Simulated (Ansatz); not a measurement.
# BClH$_{3}$OP (SMILES OB(P)Cl): what the fields show

```xyz
7

O    -0.5888    1.3815   -0.3278
B    -0.3373    0.0463   -0.3373
P     0.2813   -0.8350    1.2636
Cl   -0.7534   -0.9252   -1.7905
H    -0.9959    1.7015   -1.1577
H     1.1780    0.2021    1.6800
H     1.2774   -1.6391    0.6241
```

Theory: RKS PBE/def2-mTZVP in Ansatz.

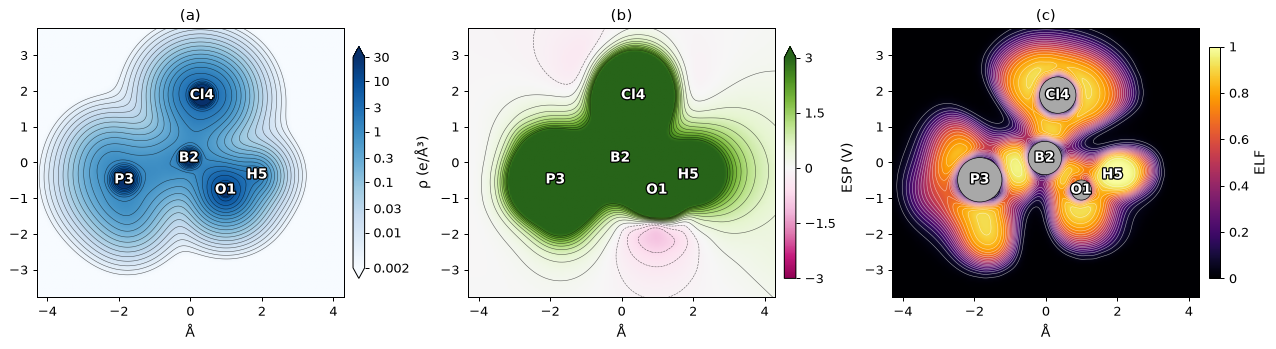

Figure 1. (a) total electron density; (b) molecular electrostatic potential; (c) ELF on the plane of atoms O1, B2 and Cl4. Grey discs cover the atomic cores in the ELF map.

What does the map show?

- The plane passes through O, B, P, Cl and H nuclei.
- B–O (1.36 Å): ρ at the midpoint is about 2.1 e/Å³; the ELF peaks at about 0.90 between the atoms (a short, strongly polar bond).
- B–Cl (1.80 Å): ρ at the midpoint is about 1.2 e/Å³; the ELF peaks at about 0.90 between the atoms (a polar covalent bond).
- B–P (1.93 Å): the density is about 0.96 e/Å³ at the midpoint; the ELF peaks at about 0.95 between the atoms; a covalent bond.
- O–H (0.98 Å): ρ at the midpoint is about 3.6 e/Å³; the ELF climbs to about 1 towards the hydrogen, as it does in any bond to H; an ordinary covalent bond to hydrogen.
- The ELF also peaks beside O1 and Cl4, away from the bonds: lone-pair regions.
- Outside the dense part of the molecule the potential is most negative (−1.0 V) near O1.

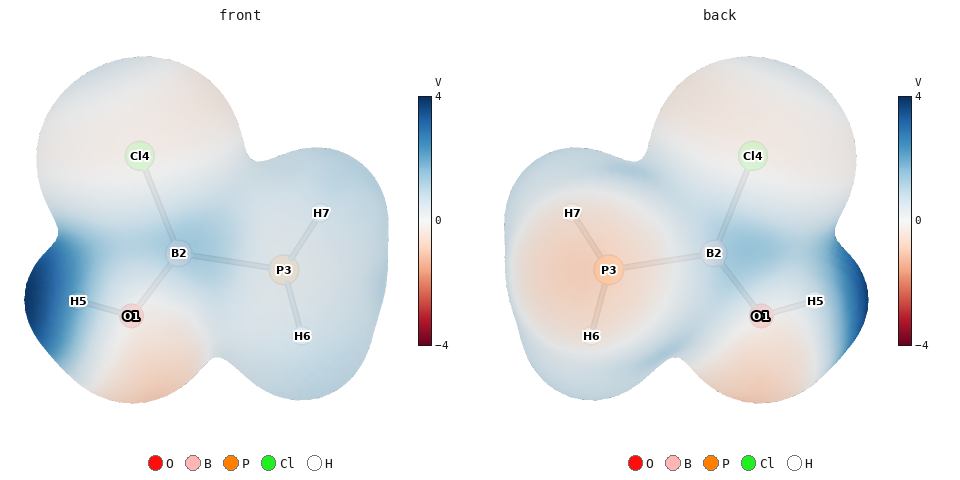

Figure 2. The molecular electrostatic potential painted on the density surface at 0.004 e/bohr³, seen from the front and from behind; red is negative and blue positive.

Where is the surface potential most negative and most positive?

The most negative region (about −0.9 V, or −21 kcal/mol for a unit charge) lies over O1 and P3, the most positive (about +3.8 V, or +88 kcal/mol for a unit charge) over H5. Cl4 shows a σ-hole: about +0.5 V, or +12 kcal/mol for a unit charge at the tip opposite its bond, against about −0.1 V on its flanks.

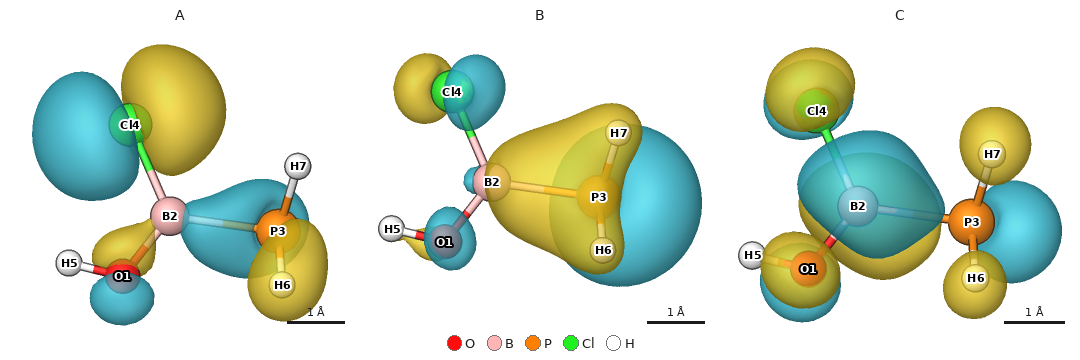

Figure 3. Three frontier orbitals at ±0.1 Å⁻³ᐟ² (yellow and cyan are the two phases), in no order.

Which picture is the HOMO−1, the HOMO and the LUMO?

A is the HOMO−1 (−7.75 eV). Its weight (Hirshfeld) is mainly on Cl4 (about 70 %), P3 (about 10 %) and B2 (about 5 %); largely a lone pair of Cl4. B is the HOMO (−6.52 eV). By Hirshfeld shares it lies mainly on P3 (about 70 %), B2 (about 10 %) and Cl4 (about 5 %); largely a lone pair of P3. C is the LUMO (−1.54 eV). Its weight (Hirshfeld) is mainly on B2 (about 45 %), P3 (about 20 %), O1 (about 15 %) and Cl4 (about 15 %).

What is the HOMO–LUMO gap?

4.98 eV between the orbital energies.
